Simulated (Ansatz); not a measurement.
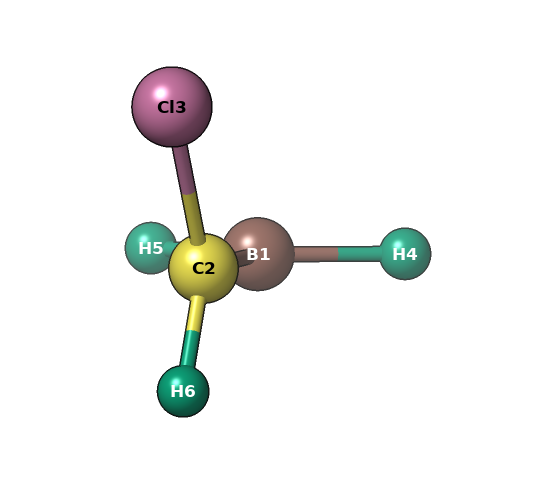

B1 lies behind C2. The molecule seen a little off the C2–B1 bond, C2 in front. Distant atoms are faded towards the background colour. The species has charge +1 and is a spin singlet. The geometry was computed by an optimisation with PBE0-D4/def2-TZVP. No frequency run is at hand to confirm it as a minimum.

### What is the torsion angle Cl3–C2–B1–H4? The sign is positive where the front bond must turn clockwise to cover the back bond.

91°, about perpendicular.
